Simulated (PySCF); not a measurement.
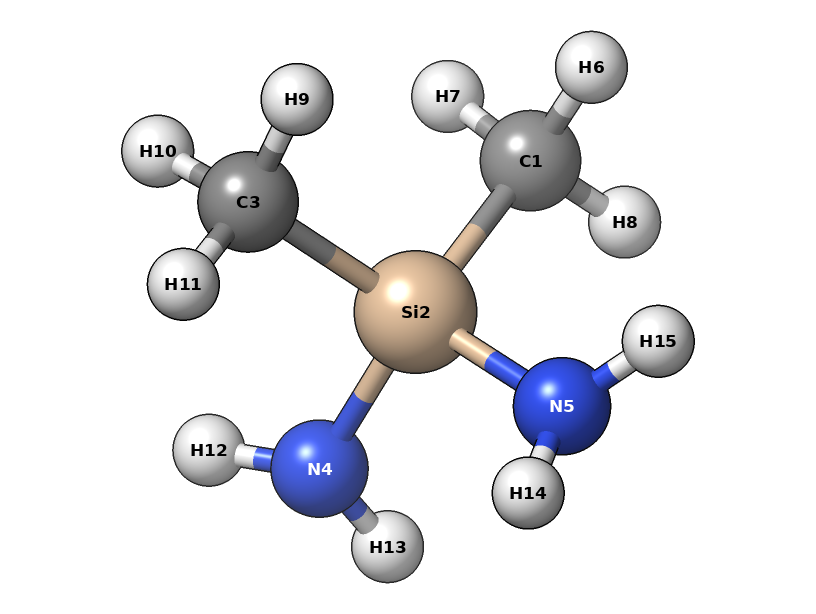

Computed geometry: PBE0-D3(BJ)/def2-SVP optimisation. No frequency run is at hand to confirm it as a minimum. Method: delta-SCF UKS PBE, pcX-2 on the ionised atom, pcseg-1 elsewhere, spin-free X2C (PySCF 2.14.0).

Give the core-electron binding energies (to vacuum; p and d levels without spin–orbit splitting) of C1 1s, Si2 1s, Si2 2p, N4 1s.

```csv
atom,level,binding energy (eV)
C1,1s,288.9
Si2,1s,1842.9
Si2,2p,105.8
N4,1s,403.2
```
